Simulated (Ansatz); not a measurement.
# Cl$_{3}$F$_{2}$HMoO: what the fields show

```xyz
8

Cl    0.4848    2.3241   -0.3938
Cl   -1.7787    0.8853    1.3134
Cl    1.5439   -0.4410   -1.5562
F     1.1122    0.1238    1.3464
F    -1.3115    0.0302   -1.4166
Mo   -0.0958    0.1356   -0.0568
O    -0.3787   -1.6104    0.4259
H     0.0086   -2.1496    1.1318
```

Geometry: PBE0-D4/def2-SVP; core potentials replace the inner electrons of Mo.

All numbers below come from isolated molecule in a Gaussian basis; Kohn-Sham density functional theory, functional PBE0 in Ansatz 0.2.0.

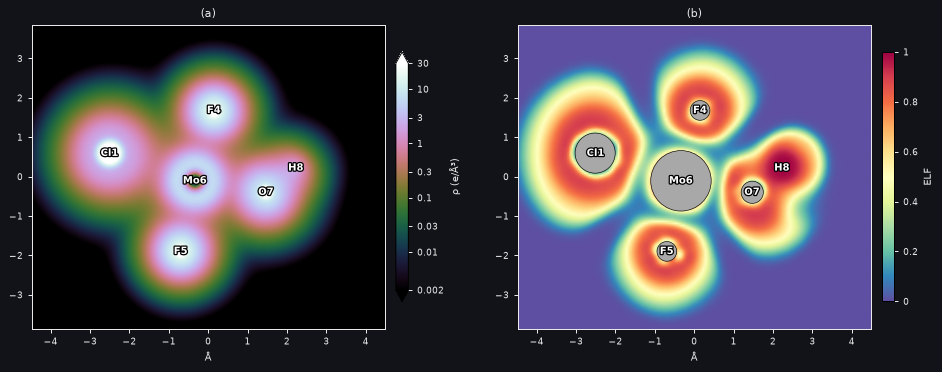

Figure 1. (a) electron density; (b) ELF on the plane of atoms Cl1, Mo6 and F5. Grey discs cover the atomic cores in the ELF map.

**Interpret the plot.**

Atoms in the plane: Cl, F, Mo, O and H.
Mo–F (1.83 Å): ρ is about 1.2 e/Å³ halfway; the ELF peaks at about 0.85 in the valence shell of F, 0.5 Å from its nucleus, and drops to about 0.25 between the two atoms.
Mo–O (1.83 Å): the density is about 1.3 e/Å³ at the midpoint; the ELF peaks at about 0.80 in the valence shell of O, 0.6 Å from its nucleus, and drops to about 0.25 between the two atoms.
Mo–Cl (2.29 Å): the density is about 0.68 e/Å³ at the midpoint; the ELF peaks at about 0.85 in the valence shell of Cl, 0.8 Å from its nucleus, and is about 0.40 at the midpoint.
O–H (0.97 Å): ρ is about 3.7 e/Å³ halfway; the ELF climbs to about 1 towards the hydrogen, as it does in any bond to H; a covalent bond by its length.

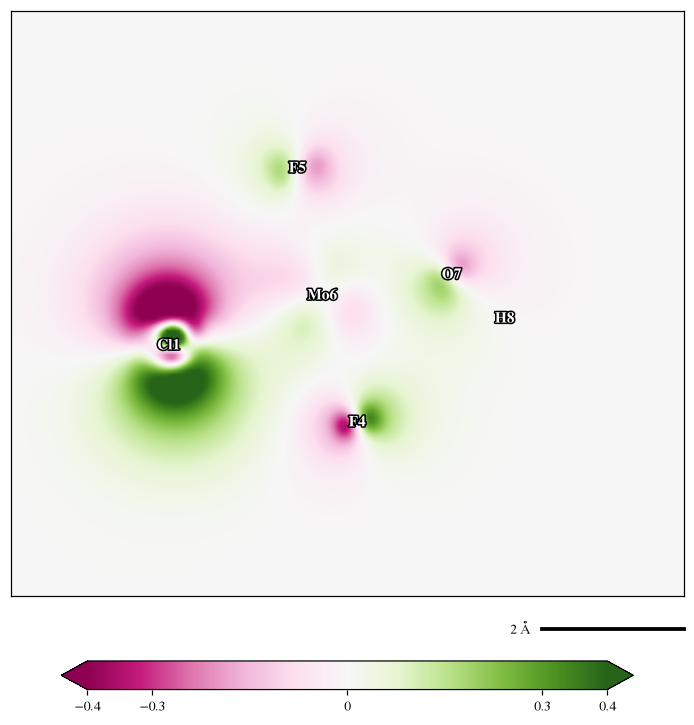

Figure 2. The HOMO−1 on the plane of atoms Mo6, O7 and H8 (values in Å⁻³ᐟ²; the overall sign is arbitrary).

**Where does this orbital lie, and at what energy?**

It lies mainly on Cl1 (about 40 %), Cl2 (about 25 %) and Cl3 (about 25 %); largely a combination of lone pairs on Cl1, Cl2 and Cl3. Its energy is −9.75 eV.
